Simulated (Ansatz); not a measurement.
# Geometry relaxation, with input and output: Si₂H₇ClO₂ (part 1 of 2)

System: Si₂H₇ClO₂.
Method: RKS revPBE-D4/def2-SVP (Ansatz 0.2.0).

The input holds or restrains some coordinates. It belongs to a series of runs on one base structure; here: pulled along the bonds that form and break, towards end B. Figures and captions count atoms from 1; the log counts them from 0 in places.

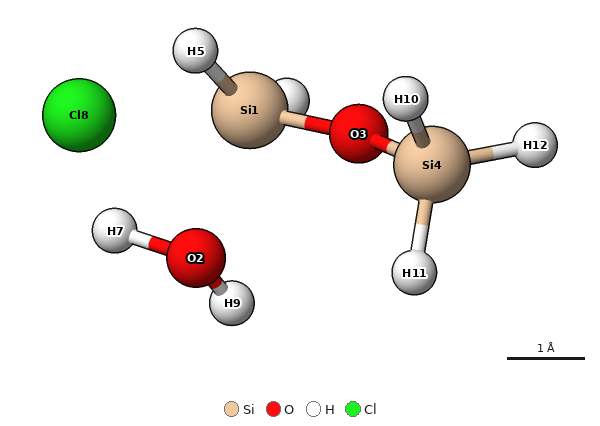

*The input geometry (ball-and-stick view, seen at a tilt; atoms are numbered from 1 in the order of the input).*

Bond lengths as drawn: H–O 0.96 to 1.27 Å, H–Si 1.45 to 1.46 Å and O–Si 1.62 to 1.63 Å.

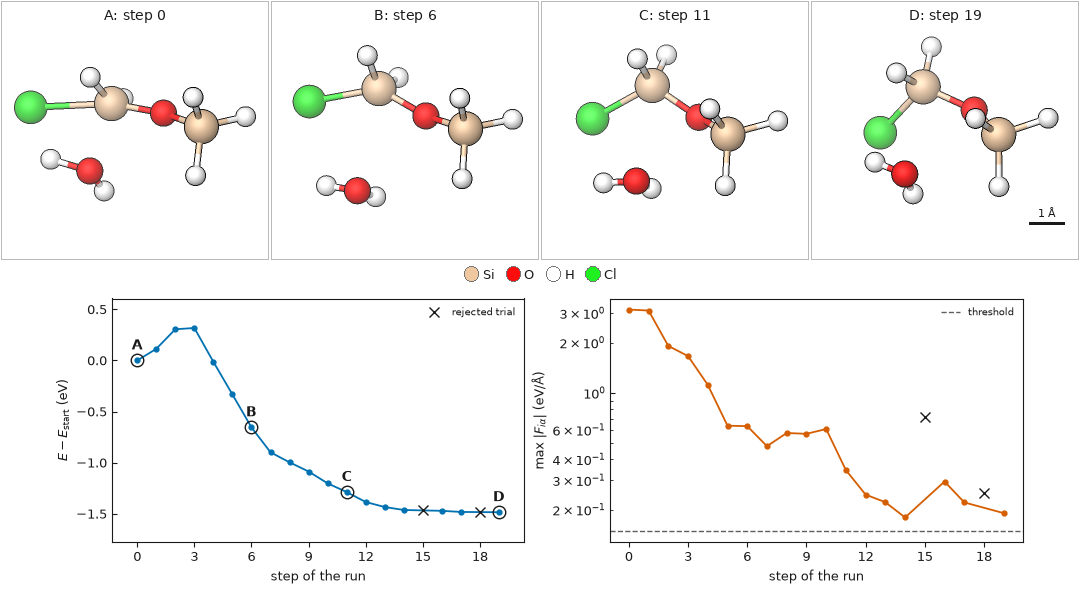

*Frames of the restrained relaxation (ball-and-stick view, seen at a tilt) above the curves, on which the letters mark them (the first geometry is step 0 here and step 1 in the log).*

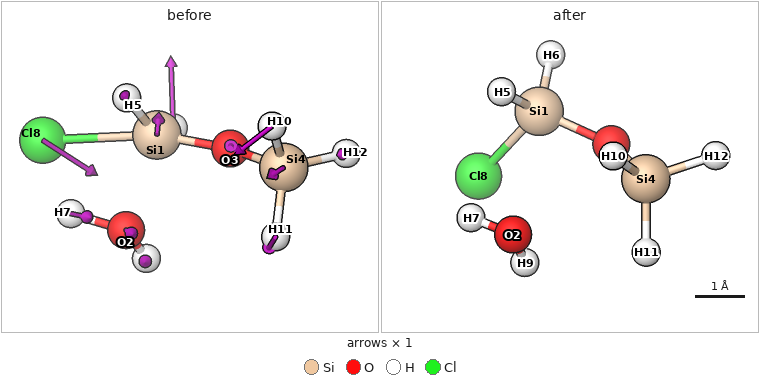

*Before (left) and after (right) the restrained relaxation, at one scale (ball-and-stick view, seen at a tilt). The pink arrows give the displacements, at true length.*

Over 19 geometry steps the energy falls by 1.484 eV. The largest force component goes from 3.2 to 0.19 eV/Å. The line search rejected the trial steps at points 15, 18 (counted from 0) and went back. The largest moves after the best rigid fit, 1.50 Å, are those of H6 and Cl8. By element the largest moves are H 1.50 Å, Cl 1.50 Å, O 0.99 Å, Si 0.63 Å. Among the contacts that change: Si1–Cl8 2.493 → 2.122 Å, O2–H7 1.270 → 0.974 Å, O3–Si4 1.629 → 1.701 Å, Si1–H5 1.445 → 1.497 Å. New bonds form: O2–H7 (1.27 → 0.97 Å). Among the angles that change: O3–Si1–Cl8 167.7° → 112.3°, H5–Si1–H6 139.4° → 112.1°, H5–Si1–Cl8 83.2° → 106.9°. (Atoms are counted from 1 in the order of the input.)

The input and output of the run follow.

### The input
```yaml
crystal:
  periodic: [false, false, false]
  atoms:
    - { symbol: Si, position_ang: [-0.1937, -0.4834, 0.9716] }
    - { symbol: O, position_ang: [1.3106, -1.1789, -0.2612] }
    - { symbol: O, position_ang: [-0.814, 0.5087, -0.1545] }
    - { symbol: Si, position_ang: [-0.7863, 1.7826, -1.1693] }
    - { symbol: H, position_ang: [0.4653, 0.4241, 1.8832] }
    - { symbol: H, position_ang: [-1.2521, -1.4712, 0.9769] }
    - { symbol: H, position_ang: [1.6914, -1.9245, 0.6935] }
    - { symbol: Cl, position_ang: [1.0241, -2.2169, 2.2861] }
    - { symbol: H, position_ang: [0.9406, -1.7496, -0.934] }
    - { symbol: H, position_ang: [-0.3777, 2.964, -0.4111] }
    - { symbol: H, position_ang: [0.1587, 1.4809, -2.2426] }
    - { symbol: H, position_ang: [-2.1669, 1.8643, -1.6385] }
basis:
  gaussian: { orbitals: def2-SVP }
hamiltonian:
  xc: revpbe
  dispersion: d4
relax:
  f_tol: 0.15
  max_steps: 25
  restrain:
    - { distance: [0, 7], at: 2.13, k: 30.0 }
    - { distance: [6, 1], at: 0.97, k: 30.0 }
    - { distance: [0, 1], at: 3.07, k: 30.0 }
    - { distance: [6, 7], at: 2.63, k: 30.0 }
```

Run as:
```bash
ansatz run input.yaml --threads 2 --pin off --max-ram 3072MiB --backend cpu --events-out ev --progress --plain --runs-dir out
```

### Output
```
The last accepted step is kept in [file] (removed where the run ends without a failure and the disk answers)
Engine: ansatz 0.2.0, x86_64-unknown-linux-gnu
Functional definition: revPBE
  parameter kappa = 1.245
  parameter beta = 0.06672455060314922
  exchange = pbe_x(kappa = kappa, mu = beta*pi^2/3)
  correlation = pbe_c(beta = beta)
1279 factors; their error is unknown
mean field evaluation 1: about -32459.8550 eV, gradient 7.0e1 eV
mean field evaluation 2: about -32418.0968 eV, gradient 1.6e2 eV
mean field evaluation 4: about -32468.3029 eV, gradient 8.6e0 eV
mean field evaluation 8: about -32468.5042 eV, gradient 3.4e-1 eV
mean field evaluation 16: about -32468.4201 eV, gradient 2.9e-4 eV
mean field -32468.42009345 eV, -1193.1924305489 hartree, gradient 6.3e-5 eV, S^2 0.000000; 0 other end points of the search recorded, 0 dependent functions left out
the calculation of the forces begins
reference -32468.42014178 eV, -1193.1924323249 hartree; 34, 34 occupied and 83, 83 virtual orbitals, 1279 factors
relax step   1: F+E_penalty+E_count = -32469.22968027 eV  Δ(F+E_penalty+E_count) = +0.000e0 eV  max|allowed force component| = 3.151e0 eV/Å  E_restraint = 30.04183135 eV  max|allowed force component, restraints' pulls added| = 3.169e1 eV/Å  Δτ_max = 0.0000 Å  (28 SCF iters, accepted)
  distance Si 0 - Cl 7 = 2.4932 Å
  distance H 6 - O 1 = 1.2698 Å
  distance Si 0 - O 1 = 2.0655 Å
  distance H 6 - Cl 7 = 1.7513 Å
these checks for a lower state are left out or cut short: starts, cluster_reference, orbital_swaps, neighbouring_geometries, increment
1279 factors; their error is unknown
mean field -32468.33545341 eV, -1193.1893200844 hartree, gradient 1.0e-5 eV, S^2 0.000000; 0 other end points of the search recorded, 0 dependent functions left out
[... from here on the field's lines of each further geometry are left out, up to the last ...]
relax step   2: F+E_penalty+E_count = -32469.11578543 eV  Δ(F+E_penalty+E_count) = +1.139e-1 eV  max|allowed force component| = 3.109e0 eV/Å  E_restraint = 13.37887718 eV  max|allowed force component, restraints' pulls added| = 2.001e1 eV/Å  Δτ_max = 0.1948 Å  (34 SCF iters, accepted)
relax step   3: F+E_penalty+E_count = -32468.92428998 eV  Δ(F+E_penalty+E_count) = +1.915e-1 eV  max|allowed force component| = 1.910e0 eV/Å  E_restraint = 3.32858498 eV  max|allowed force component, restraints' pulls added| = 7.825e0 eV/Å  Δτ_max = 0.1948 Å  (35 SCF iters, accepted)
relax step   4: F+E_penalty+E_count = -32468.91180641 eV  Δ(F+E_penalty+E_count) = +1.248e-2 eV  max|allowed force component| = 1.660e0 eV/Å  E_restraint = 0.17722138 eV  max|allowed force component, restraints' pulls added| = 3.813e0 eV/Å  Δτ_max = 0.1969 Å  (36 SCF iters, accepted)
relax step   5: F+E_penalty+E_count = -32469.24302322 eV  Δ(F+E_penalty+E_count) = -3.312e-1 eV  max|allowed force component| = 1.118e0 eV/Å  E_restraint = 0.01230766 eV  max|allowed force component, restraints' pulls added| = 1.005e0 eV/Å  Δτ_max = 0.1949 Å  (30 SCF iters, accepted)
relax step   6: F+E_penalty+E_count = -32469.56217031 eV  Δ(F+E_penalty+E_count) = -3.191e-1 eV  max|allowed force component| = 6.365e-1 eV/Å  E_restraint = 0.00595098 eV  max|allowed force component, restraints' pulls added| = 7.437e-1 eV/Å  Δτ_max = 0.1952 Å  (29 SCF iters, accepted)
relax step   7: F+E_penalty+E_count = -32469.88403199 eV  Δ(F+E_penalty+E_count) = -3.219e-1 eV  max|allowed force component| = 6.328e-1 eV/Å  E_restraint = 0.00698424 eV  max|allowed force component, restraints' pulls added| = 9.226e-1 eV/Å  Δτ_max = 0.2000 Å  (29 SCF iters, accepted)
relax step   8: F+E_penalty+E_count = -32470.12744277 eV  Δ(F+E_penalty+E_count) = -2.434e-1 eV  max|allowed force component| = 4.800e-1 eV/Å  E_restraint = 0.00829359 eV  max|allowed force component, restraints' pulls added| = 6.407e-1 eV/Å  Δτ_max = 0.2000 Å  (29 SCF iters, accepted)
relax step   9: F+E_penalty+E_count = -32470.22551772 eV  Δ(F+E_penalty+E_count) = -9.807e-2 eV  max|allowed force component| = 5.756e-1 eV/Å  E_restraint = 0.00989485 eV  max|allowed force component, restraints' pulls added| = 6.486e-1 eV/Å  Δτ_max = 0.1949 Å  (28 SCF iters, accepted)
relax step  10: F+E_penalty+E_count = -32470.31539633 eV  Δ(F+E_penalty+E_count) = -8.988e-2 eV  max|allowed force component| = 5.692e-1 eV/Å  E_restraint = 0.00979310 eV  max|allowed force component, restraints' pulls added| = 4.708e-1 eV/Å  Δτ_max = 0.2000 Å  (28 SCF iters, accepted)
relax step  11: F+E_penalty+E_count = -32470.43106170 eV  Δ(F+E_penalty+E_count) = -1.157e-1 eV  max|allowed force component| = 6.080e-1 eV/Å  E_restraint = 0.02813366 eV  max|allowed force component, restraints' pulls added| = 9.033e-1 eV/Å  Δτ_max = 0.1966 Å  (29 SCF iters, accepted)
relax step  12: F+E_penalty+E_count = -32470.51661432 eV  Δ(F+E_penalty+E_count) = -8.555e-2 eV  max|allowed force component| = 3.452e-1 eV/Å  E_restraint = 0.01557291 eV  max|allowed force component, restraints' pulls added| = 7.777e-1 eV/Å  Δτ_max = 0.1930 Å  (29 SCF iters, accepted)
relax step  13: F+E_penalty+E_count = -32470.61370660 eV  Δ(F+E_penalty+E_count) = -9.709e-2 eV  max|allowed force component| = 2.463e-1 eV/Å  E_restraint = 0.00495623 eV  max|allowed force component, restraints' pulls added| = 4.385e-1 eV/Å  Δτ_max = 0.2000 Å  (30 SCF iters, accepted)
relax step  14: F+E_penalty+E_count = -32470.66277864 eV  Δ(F+E_penalty+E_count) = -4.907e-2 eV  max|allowed force component| = 2.219e-1 eV/Å  E_restraint = 0.00259037 eV  max|allowed force component, restraints' pulls added| = 2.629e-1 eV/Å  Δτ_max = 0.1979 Å  (30 SCF iters, accepted)
relax step  15: F+E_penalty+E_count = -32470.69163361 eV  Δ(F+E_penalty+E_count) = -2.885e-2 eV  max|allowed force component| = 1.799e-1 eV/Å  E_restraint = 0.00134566 eV  max|allowed force component, restraints' pulls added| = 1.416e-1 eV/Å  Δτ_max = 0.1985 Å  (29 SCF iters, accepted)
relax step  16: F+E_penalty+E_count = -32470.68873071 eV  Δ(F+E_penalty+E_count) = +2.903e-3 eV  max|allowed force component| = 7.211e-1 eV/Å  E_restraint = 0.00264870 eV  max|allowed force component, restraints' pulls added| = 7.421e-1 eV/Å  Δτ_max = 0.1952 Å  (28 SCF iters, rejected (line search))
relax step  17: F+E_penalty+E_count = -32470.69980906 eV  Δ(F+E_penalty+E_count) = -8.175e-3 eV  max|allowed force component| = 2.951e-1 eV/Å  E_restraint = 0.00115186 eV  max|allowed force component, restraints' pulls added| = 2.499e-1 eV/Å  Δτ_max = 0.0952 Å  (29 SCF iters, accepted)
relax step  18: F+E_penalty+E_count = -32470.71082564 eV  Δ(F+E_penalty+E_count) = -1.102e-2 eV  max|allowed force component| = 2.213e-1 eV/Å  E_restraint = 0.00166001 eV  max|allowed force component, restraints' pulls added| = 9.150e-2 eV/Å  Δτ_max = 0.1000 Å  (29 SCF iters, accepted)
relax step  19: F+E_penalty+E_count = -32470.71167086 eV  Δ(F+E_penalty+E_count) = -8.452e-4 eV  max|allowed force component| = 2.527e-1 eV/Å  E_restraint = 0.00568400 eV  max|allowed force component, restraints' pulls added| = 6.353e-1 eV/Å  Δτ_max = 0.1496 Å  (29 SCF iters, rejected (line search))
the calculation of the forces begins
reference -32469.88606660 eV, -1193.2463040682 hartree; 34, 34 occupied and 83, 83 virtual orbitals, 1279 factors
relax step  20: F+E_penalty+E_count = -32470.71367584 eV  Δ(F+E_penalty+E_count) = -2.850e-3 eV  max|allowed force component| = 1.909e-1 eV/Å  E_restraint = 0.00138546 eV  max|allowed force component, restraints' pulls added| = 1.322e-1 eV/Å  Δτ_max = 0.0694 Å  (28 SCF iters, accepted)
  distance Si 0 - Cl 7 = 2.1220 Å
  distance H 6 - O 1 = 0.9740 Å
  distance Si 0 - O 1 = 3.0718 Å
  distance H 6 - Cl 7 = 2.6271 Å
1279 factors; their error is unknown
mean field evaluation 160: about -32469.6066 eV, gradient 1.4e1 eV
mean field -32469.88601812 eV, -1193.2463022867 hartree, gradient 2.1e-5 eV, S^2 0.000000; 1 other end points of the search recorded, 0 dependent functions left out
the calculation of the forces begins
reference -32469.88606660 eV, -1193.2463040682 hartree; 34, 34 occupied and 83, 83 virtual orbitals, 1279 factors
Total energy: -32470.71372432 eV, -1193.2767199284 hartree
Atom 0 at    -0.658319    -0.566300     1.393553 Å, force     0.012351    -0.190907    -0.020568 eV/Å
Atom 1 at     1.770690    -0.369961    -0.476550 Å, force    -0.009637    -0.025402    -0.186374 eV/Å
Atom 2 at    -1.196561     0.051708    -0.049316 Å, force     0.065526     0.021769     0.015270 eV/Å
Atom 3 at    -0.621107     1.194228    -1.170277 Å, force    -0.012451    -0.033515    -0.019958 eV/Å
Atom 4 at     0.371051     0.301877     2.046496 Å, force     0.016573     0.016229     0.012079 eV/Å
Atom 5 at    -1.848012    -0.782798     2.270337 Å, force    -0.013538    -0.012129     0.015700 eV/Å
Atom 6 at     2.057013    -0.824677     0.335793 Å, force     0.083111    -0.007168     0.114240 eV/Å
Atom 7 at     0.206609    -2.491312     1.172369 Å, force    -0.136590     0.142346     0.026250 eV/Å
Atom 8 at     1.445913    -1.129413    -1.001258 Å, force     0.017776     0.075054     0.027923 eV/Å
Atom 9 at     0.328392     2.160971    -0.526634 Å, force    -0.006735     0.002537    -0.009897 eV/Å
Atom 10 at    -0.012298     0.515215    -2.363840 Å, force    -0.018995     0.014079     0.025413 eV/Å
Atom 11 at    -1.843370     1.940562    -1.630573 Å, force     0.002609    -0.002895    -0.000077 eV/Å
Dipole moment:     0.131107    -0.015063     0.068021 e Å
```

### Trajectory as extended XYZ (Å, eV, eV/Å), 18 of the 20 frames kept, from step=1 to step=20
```
12
Properties=species:S:1:pos:R:3:forces:R:3 step=1 energy=-32469.22968
Si   -0.1937   -0.4834    0.9716    1.8128  -1.4745  -0.7926
O     1.3106   -1.1789   -0.2612    0.3972   0.0009   3.1511
O    -0.8140    0.5087   -0.1545   -0.6070  -0.1601  -0.2279
Si   -0.7863    1.7826   -1.1693   -0.1002   0.1755  -0.1189
H     0.4653    0.4241    1.8832    0.2030   0.4790   0.7419
H    -1.2521   -1.4712    0.9769   -0.6163  -0.5278   0.4040
H     1.6914   -1.9245    0.6935   -1.2064   1.1666  -0.9609
Cl    1.0241   -2.2169    2.2861    0.5853  -0.1939  -0.3908
H     0.9406   -1.7496   -0.9340   -0.4821  -0.7258  -0.7819
H    -0.3777    2.9640   -0.4111    0.2113   0.8318   0.2139
H     0.1587    1.4809   -2.2426    0.4726   0.0397  -0.7270
H    -2.1669    1.8643   -1.6385   -0.6702   0.3885  -0.5109
12
Properties=species:S:1:pos:R:3:forces:R:3 step=2 energy=-32469.11579
Si   -0.2676   -0.4821    1.0993    1.7495  -0.8361  -1.1626
O     1.4635   -1.2414   -0.3397    0.4197  -0.2980   3.1087
O    -0.8165    0.4961   -0.1335   -0.0503  -0.7950   0.4153
Si   -0.7842    1.7755   -1.1651   -0.0863   0.0477   0.0770
H     0.4686    0.4353    1.9036    0.2818   0.9556   1.0235
H    -1.2698   -1.4852    0.9871   -1.1843  -0.8051   0.2843
H     1.7484   -1.8814    0.5122   -0.9700   1.2432  -2.0158
Cl    0.9055   -2.1719    2.3910    0.0388   0.2665  -0.5262
H     0.9368   -1.7667   -0.9515   -0.2488  -0.7527  -0.3644
H    -0.3762    2.9719   -0.4099    0.1585   0.6415   0.1239
H     0.1635    1.4815   -2.2495    0.3611   0.0134  -0.5569
H    -2.1721    1.8685   -1.6441   -0.4698   0.3190  -0.4066
12
Properties=species:S:1:pos:R:3:forces:R:3 step=3 energy=-32468.92429
Si   -0.3501   -0.4868    1.2489    1.5354   0.0029  -1.9098
O     1.6216   -1.3049   -0.4270   -0.9952   1.0166  -0.9535
O    -0.8083    0.4727   -0.1121    0.2278  -1.0563   1.0298
Si   -0.7832    1.7687   -1.1586    0.0061  -0.3716   0.4211
H     0.4731    0.4565    1.9261    0.2209   1.1817   1.0871
H    -1.2981   -1.5032    0.9922   -1.5399  -0.8903   0.1758
H     1.8176   -1.8564    0.3319    0.1126  -0.9658   0.8703
Cl    0.7795   -2.1030    2.4642   -0.1249   0.3381  -0.4662
H     0.9322   -1.7785   -0.9518    0.5257  -0.0036   0.3730
H    -0.3742    2.9803   -0.4087    0.1025   0.4773   0.0536
H     0.1674    1.4819   -2.2561    0.2291   0.0188  -0.3850
H    -2.1775    1.8729   -1.6491   -0.3001   0.2522  -0.2962
```
